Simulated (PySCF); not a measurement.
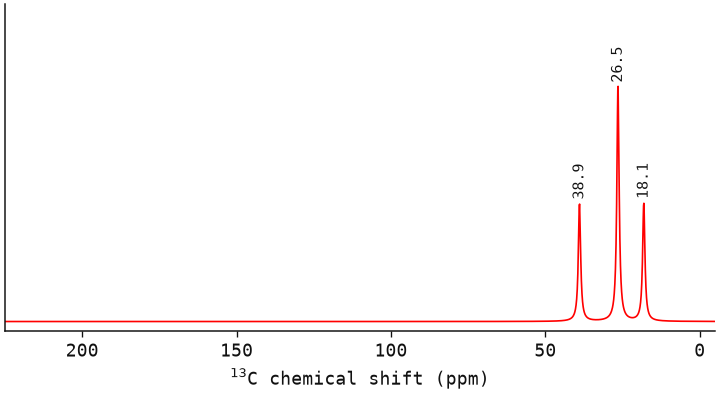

GIAO shifts, PBE0/pcSseg-1 with PySCF 2.14.0, at a GFN2-xTB geometry (no frequency check), against TMS for ¹³C computed at the same level. Gas phase, fully decoupled, line heights follow the number of nuclei, widths are arbitrary (no quadrupolar broadening); values of one conformer, averaged over nuclei that symmetry, rotation about single bonds or ring flips exchange, these motions taken as fast; other conformers aren't averaged in.

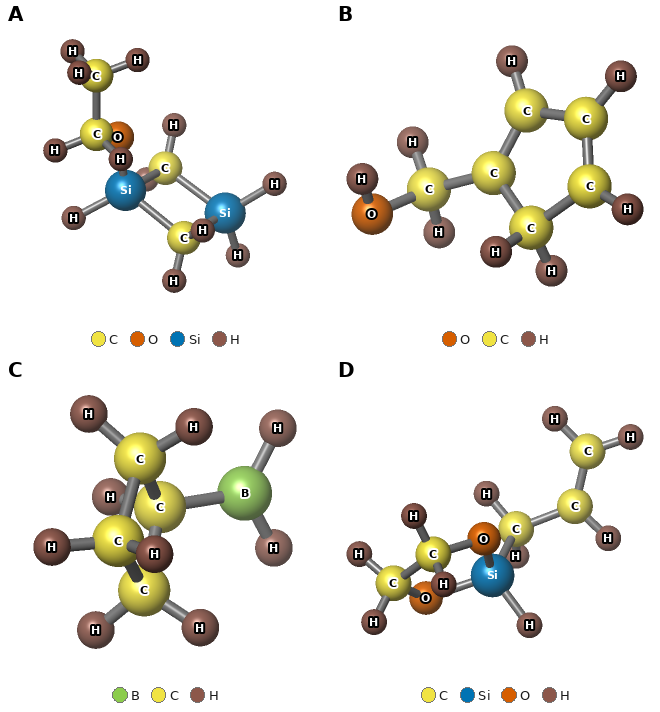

**Which molecule was computed? The candidates are drawn in the second picture.**

Structure C, C₄H₉B, SMILES BC1CCC1. Its ¹³C signals: 38.9 (1 C), 26.5 (2 C), 18.1 (1 C) ppm.

Note: the tight-binding geometry is rougher than a DFT one and adds to the error.
